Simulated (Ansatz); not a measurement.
# Decaying states in the gap of SrTlBr3, part 3 of 3

Wanted: the relaxed cell of SrTlBr3, its band edges and its decay constants. It is built by putting Sr for Ca, Tl for Rb in the RbCaBr3 structure of space group Pm-3m, with the volume rescaled by atomic radii. The parent structure comes from the Materials Project.

Ansatz 0.2.0; r2SCAN DFT, plane waves, PAW files (the session's first sound run).

So far, gap on path (eV): step 3 (band edges, r2SCAN) 3.62; step 6 (PBEsol, cutoff 420 eV) 3.09.

The structure was built from a prototype and need not be the compound's stable phase.

**7. Complex bands at another level, cutoff 420 eV**

This step: PBEsol DFT, plane waves, PAW files; complex bands by layer matching along the plane's normal (Ansatz 0.2.0).

The complex bands at that level, over its own gap, at (0, 0) and (0, -0.5).

The input, input.yaml:

```yaml
crystal:
  lattice:
    - [5.904822498, 0.0, 0.0]
    - [0.0, 5.904822498, 0.0]
    - [0.0, 0.0, 5.904822498]
  atoms:
    - { symbol: Tl, position: [0.5, 0.5, 0.5] }
    - { symbol: Sr, position: [0.0, 0.0, 0.0] }
    - { symbol: Br, position: [0.5, 0.0, 0.0] }
    - { symbol: Br, position: [0.0, 0.5, 0.0] }
    - { symbol: Br, position: [0.0, 0.0, 0.5] }
kpoints:
  mp_grid: { grid: [4, 4, 4] }
scf:
  occupations: { method: fixed }
hamiltonian:
  xc: pbesol
output:
  eigenvalues: true
  transmission:
    leads: [[0, 0]]
    kpoints: [[0.0, 0.0], [0.0, -0.5]]
    e_range: [-1.0, 4.09]
    de: 0.08
```

The run is started by

```console
$ ansatz run input.yaml --threads 2 --pin off --max-ram 4096MiB --backend cpu --events-out ev --progress --plain --runs-dir out
```

Numbers of over 12 decimals in the logs are rounded to 6 here.

The log of the run:

```text
[...]
Crystal: 5 atoms, lattice volume = 205.883 Å³
Basis set: ecut = 420 eV, 3959 PW (Γ)
Bands: 27, of which v1, the nominal top of the filled ones, is band 22 counted from 1 (21 counted from 0)
Symmetry: 48 space group operations
[...]
k-points: 10 of 64
[...]
SCF iter   1: F=—  HF=-23004.525800 eV  |F-HF|=—  |Δ(HF+E_count)|=         —  Δρ=1.55e-3  dr2=6.47e-3  ethr=1.77e-3  ⟨swp⟩=5.1  Hψ=1257  notcnv=0  defer=19
[...]
SCF iter   6: F=-23004.525910 eV  HF=-23004.525910 eV  |F-HF|=2.78e-8  |Δ(HF+E_count)|=   3.42e-7  Δρ=2.22e-6  dr2=1.17e-8  ethr=2.27e-10  ⟨swp⟩=12.2  Hψ=1380  notcnv=0
SCF 1 converged in 6 iterations: F = -23004.525910 eV  dr2 = 1.17e-8
[...]
transmission: 12 of 24 steps passed
transmission: 24 of 24 steps passed
SCF converged after 6 iterations
Free energy (F): -23004.525910 eV
[...]
Internal energy: -23004.525910 eV  (E = F + TS)
E sigma→0 (E₀):  -23004.525910 eV
Fermi energy:    1.534905 eV
[...]
--- Band table (eV; the first three rows and the last of 10) ---
  k-point 0: bands = [... 18 lower, 1.0568, 1.2437, 1.2437, 1.2437, 6.0481, 6.0481, 6.0481, 6.7551, ... 1 higher]
  k-point 1: bands = [... 18 lower, 0.9672, 1.0082, 1.2099, 1.2099, 5.1705, 5.8166, 5.8166, 6.8085, ... 1 higher]
  k-point 2: bands = [... 18 lower, 0.9327, 0.9614, 1.2136, 1.2136, 4.6234, 5.6437, 5.6437, 6.8661, ... 1 higher]
  k-point 9: bands = [... 18 lower, 0.1491, 1.5349, 1.5349, 1.5349, 5.9207, 5.9207, 5.9207, 8.3903, ... 1 higher]
--- Transmission ---
  basis      : 301 plane waves across, 12 finite elements along
  points     : 2, as listed
[...]
crystal 0  : Sr1Br3Tl1, at the sites [0, 0], period 5.9048 Å: whole cells are its period
[...]
channels       : 0.000000e0 a spin
[...]
slowest decay  : 0.3079 /Å at (0.0000, 0.0000)
```

Wall time 95 s (2 threads of Arm Neoverse V2, shared host); peak memory 1 GiB.

This step gave:

* level to which the leads are filled: 1.544 eV from the Fermi level
* decay constant at the filling level, zone centre: 0.3079 Å⁻¹
* decay constant at the filling level, slowest listed point: 0.3079 Å⁻¹

K parallel (0, 0); values up to 1.5 1/Å, a degenerate pair printed once or twice; energies at which all values exceed this have no row. Table of Im kz of the slowest decaying states by energy, zero at the highest filled level on the SCF mesh:

```
energy (eV)  decay 1 (Å⁻¹)  decay 2 (Å⁻¹)  decay 3 (Å⁻¹)  decay 4 (Å⁻¹)
     -1.000          0.105          0.224          0.535          0.819
     -0.520          0.216          0.488          0.934           1.28
     -0.040          0.165          0.294          0.362          0.479
      0.520          0.252          0.398          0.417          0.572
      1.000          0.286          0.395          0.459          0.602
      1.480          0.306          0.372          0.477          0.613
      1.960          0.316          0.329          0.479          0.613
      2.520          0.246          0.319          0.467          0.571
      3.000          0.101          0.315          0.446          0.507
      3.480          0.306          0.410          0.417          0.560
      3.960          0.221          0.293          0.381          0.530
```

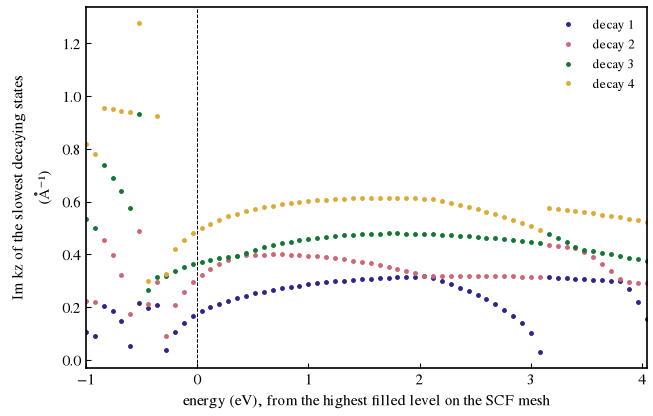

Im kz of the slowest decaying states, plotted against energy.

K parallel (0, -0.5); values up to 1.5 1/Å, a degenerate pair printed once or twice; energies at which all values exceed this have no row. The Im kz of the slowest decaying states by energy, zero at the highest filled level on the SCF mesh:

```
energy (eV)  decay 1 (Å⁻¹)  decay 2 (Å⁻¹)  decay 3 (Å⁻¹)  decay 4 (Å⁻¹)
     -1.000          0.181          0.191          0.198          0.409
     -0.520          0.186          0.356          0.440          0.942
     -0.040          0.179          0.287          0.423          0.428
      0.520          0.263          0.386          0.420          0.450
      1.000          0.294          0.449          0.465          0.568
      1.480          0.307          0.432          0.483          0.579
      1.960          0.304          0.404          0.484          0.546
      2.520          0.259          0.371          0.471          0.484
      3.000          0.116          0.353          0.404          0.448
      3.480          0.260          0.339          0.416          0.462
      3.960          0.134          0.323          0.371          0.720
```

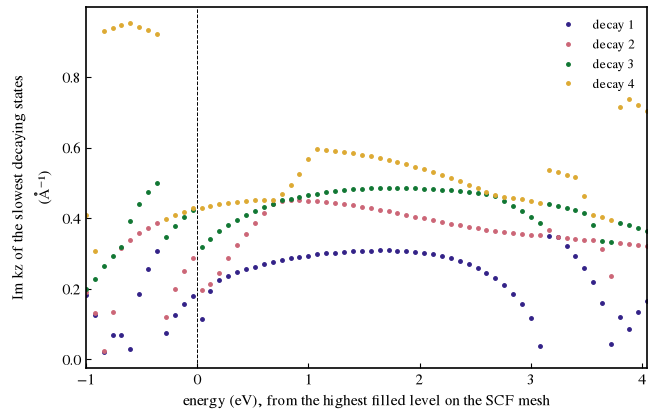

Im kz of the slowest decaying states against energy.

At the listed wavevectors the last open channel is at -0.04 eV and the next at +3.16 eV on the grid. At +1.56 eV, the grid energy nearest the filling level (the middle of the gap on the SCF mesh), the slowest state at the listed wavevectors decays with κ = 0.308 Å⁻¹, its amplitude falling by e over 3.2 Å; the first such run, plane (001), gave 0.332 Å⁻¹.

**8. The same cell, other settings**

This step: r2SCAN DFT, plane waves, PAW files; complex bands by layer matching along the plane's normal; changed: kpoints.mp_grid.kspacing = 0.3, scf.max_iter = 50 (Ansatz 0.2.0).

This run repeats an earlier one, its twin (the complex run, plane (001)), with two settings changed (kpoints.mp_grid.kspacing, scf.max_iter; files written aside). The setting was drawn as a possible misstep, on purpose. Where the input is shown as a difference, that is against the step before, not the twin.

Changes to input.yaml since step 7:

```diff
@@ -12,7 +12,8 @@
 kpoints:
-  mp_grid: { grid: [4, 4, 4] }
+  mp_grid: { grid: [4, 4, 4], kspacing: 0.3 }
 scf:
   occupations: { method: fixed }
+  max_iter: 50
 hamiltonian:
-  xc: pbesol
+  xc: r2scan
 output:
@@ -22,3 +23,3 @@
     kpoints: [[0.0, 0.0], [0.0, -0.5]]
-    e_range: [-1.0, 4.09]
-    de: 0.08
+    e_range: [-1.0, 4.62]
+    de: 0.09
```

The log of the run:

```text
Error: invalid value for `kpoints.mp_grid.kspacing`: mutually exclusive with `grid` — set one or the other
```

The job ended after 0.19 s (2 threads; peak memory 0.085 GiB).

The program refused the input before any cycle.

The program's message: “Error: invalid value for `kpoints.mp_grid.kspacing`: mutually exclusive with `grid` — set one or the other”

The change that led to it: kpoints.mp_grid.kspacing = 0.3.

**9. What came out**

```
band gap                                         : 3.62 eV
least decay constant at mid-gap, normal to (001) : 0.332 Å⁻¹
least decay constant on a mesh, normal to (001)  : 0.332 Å⁻¹
least decay constant, PBEsol                     : 0.308 Å⁻¹
```

In words: With r2SCAN, the slowest decay at the wavevectors tried is κ = 0.332 Å⁻¹, normal to (001). Through such a film the transmission near mid-gap falls as exp(−2κd), a factor of ten every 3.5 Å. A free electron under a barrier of half the gap would need a mass of 0.23 mₑ to decay at this rate. With PBEsol the gap goes from 3.62 to 3.09 eV and the decay constant, over the first 2 listed wavevectors, from 0.332 to 0.308 Å⁻¹. The compound is made up by substitution; its stability against other phases and against distortions of the cell's symmetry was not tested. r2SCAN still narrows gaps, if less than LDA and GGA do, while spin-orbit coupling, left out here, narrows them in compounds of heavy elements, so the error in κ can go either way.

[Logs are printed without paths, hosts, clocks, repeated set-up lines and the standing remarks that a program may print on its own settings, such as how far it seeks lower states.]

[Hosts, paths, dates, database ids (printed as entryN), source tags and the programs' standing remarks are cut or masked in the printed files.]

[New means built here by substitution; the compound itself may be known and measured.]
